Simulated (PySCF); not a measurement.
## Run report: C$_{2}$H$_{4}$O$_{3}$S, NMR shielding calculation

- system: C$_{2}$H$_{4}$O$_{3}$S, SMILES C=CS(=O)(=O)O
- method: GIAO KT3/pcSseg-2 NMR shielding, non-relativistic, gas phase (PySCF 2.14.0)

The geometry comes from this level: PBE0-D3(BJ)/def2-SVP. Figures and captions count atoms from 1; the log counts them from 0 in places.

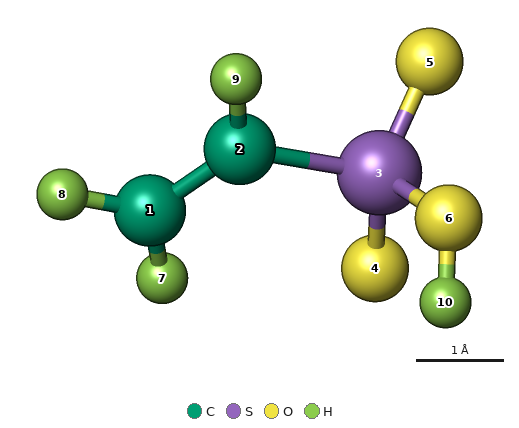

**Figure 1.** The structure (ball-and-stick view, seen at a tilt; atoms are numbered from 1 in the order of the input). Bond lengths as drawn: C–C 1.33 Å, C–H 1.09 Å, C–S 1.76 Å, H–O 0.97 Å and O–S 1.44 to 1.62 Å.

## Input
```
{"job": {"kind": "nmr", "xc": "KT3", "basis": "pcSseg-2", "pop": false}, "charge": 0, "multiplicity": 1}
C      1.604580     0.455440    -0.149776
C      0.581358     0.102283     0.621175
S     -0.816611    -0.713480    -0.074967
O     -0.647895    -0.814021    -1.513954
O     -1.133658    -1.849153     0.755381
O     -1.987551     0.376725     0.202098
H      1.576484     0.267253    -1.226970
H      2.491349     0.931004     0.276836
H      0.522154     0.236594     1.704515
H     -2.065557     0.930597    -0.589917
```

The first line tells a small driver script what to run in PySCF; the rest is the geometry in Å.

Hardware: 1 CPU thread, shared host.

Launched with:
```bash
OMP_NUM_THREADS=1 python <driver script> task.json out
```

## Log
```
coarse grid: 9536 points
cycle   1  E = -709.2356137895  dE =  1.464e+00  |g| = 1.384e+00  |ddm| = 2.547e+00
cycle   2  E = -707.5631381184  dE =  1.672e+00  |g| = 3.199e+00  |ddm| = 4.024e+00
cycle   3  E = -709.5251755419  dE = -1.962e+00  |g| = 4.970e-01  |ddm| = 3.569e+00
cycle   4  E = -709.5696128181  dE = -4.444e-02  |g| = 2.546e-01  |ddm| = 5.178e-01
cycle   5  E = -709.5796437541  dE = -1.003e-02  |g| = 1.052e-01  |ddm| = 1.887e-01
cycle   6  E = -709.5821087046  dE = -2.465e-03  |g| = 2.522e-02  |ddm| = 8.603e-02
cycle   7  E = -709.5821860833  dE = -7.738e-05  |g| = 1.555e-02  |ddm| = 2.406e-02
cycle   8  E = -709.5822312696  dE = -4.519e-05  |g| = 4.027e-03  |ddm| = 1.144e-02
cycle   9  E = -709.5822344069  dE = -3.137e-06  |g| = 1.472e-03  |ddm| = 4.004e-03
final grid: 89280 points
cycle  10  E = -709.6156793216  dE = -4.350e-04  |g| = 1.666e-02  |ddm| = 1.055e-01
cycle  11  E = -709.6155369087  dE =  1.424e-04  |g| = 3.195e-02  |ddm| = 2.707e-02
cycle  12  E = -709.6157161449  dE = -1.792e-04  |g| = 4.785e-03  |ddm| = 2.146e-02
cycle  13  E = -709.6157197855  dE = -3.641e-06  |g| = 2.663e-03  |ddm| = 4.723e-03
cycle  14  E = -709.6157212526  dE = -1.467e-06  |g| = 6.619e-04  |ddm| = 1.757e-03
cycle  15  E = -709.6157213464  dE = -9.377e-08  |g| = 2.036e-04  |ddm| = 5.501e-04
cycle  16  E = -709.6157213500  dE = -3.552e-09  |g| = 1.498e-04  |ddm| = 2.160e-04
cycle  17  E = -709.6157213543  dE = -4.389e-09  |g| = 1.062e-05  |ddm| = 1.086e-04
cycle  18  E = -709.6157213544  dE = -1.933e-11  |g| = 5.509e-06  |ddm| = 1.201e-05
```

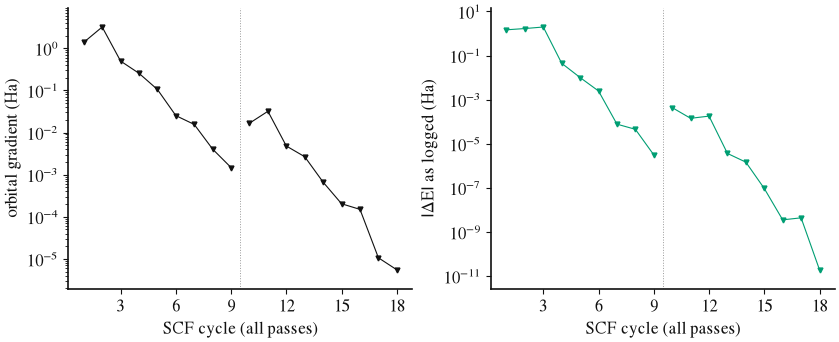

**Figure 2.** Convergence of the self-consistent field: orbital gradient and size of the energy change against the SCF cycle. The dotted line marks the change from a coarse to the final integration grid. The first 9 cycles use a coarse grid, the final grid takes over at cycle 10, and the field converges after 18 cycles in all.

```
converged SCF energy = -709.6157213544

GIAO shielding tensors (ppm)
atom      isotropic    diamagn.    paramagn.     s11        s22        s33       span
  0 C       57.127     254.248    -197.121    -49.432     53.451    167.363    216.796
  1 C       43.398     261.408    -218.010    -51.893     65.938    116.150    168.044
  2 S      202.225    1051.308    -849.083     44.788    172.688    389.201    344.414
  3 O      100.594     399.398    -298.804     41.603    120.953    139.224     97.621
  4 O       91.564     394.503    -302.939     62.589     85.552    126.552     63.963
  5 O      109.318     389.114    -279.796     22.643     50.323    254.987    232.344
  6 H       24.991      32.087      -7.096     21.940     24.128     28.905      6.965
  7 H       25.567      29.276      -3.709     23.505     25.101     28.094      4.589
  8 H       24.638      30.945      -6.308     22.980     23.891     27.042      4.063
  9 H       26.880      31.993      -5.113     22.180     23.548     34.912     12.732
```

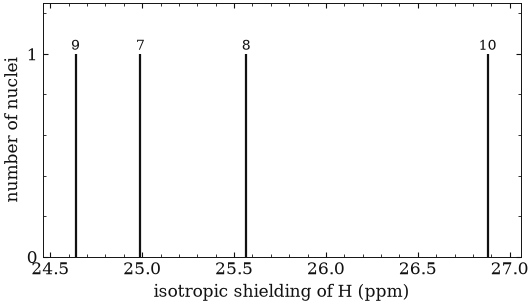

**Figure 3.** Isotropic shieldings of the hydrogen nuclei in this fixed geometry, labelled by atom number; shielding grows to the right, so chemical shift grows to the left. The least shielded is H9 (24.6 ppm), the most shielded H10 (26.9 ppm).

## Key numbers

- outcome: converged
- total energy: −709.615721 hartree
- HOMO: −7.59 eV
- LUMO: −2.44 eV
- dipole moment: 4.18 D
- isotropic shielding, C: 43.4 to 57.1 ppm
- isotropic shielding, S: 202.2 ppm
- isotropic shielding, O: 91.6 to 109.3 ppm
- isotropic shielding, H: 24.6 to 26.9 ppm
- wall time: 49 s
- peak memory: 0.78 GiB
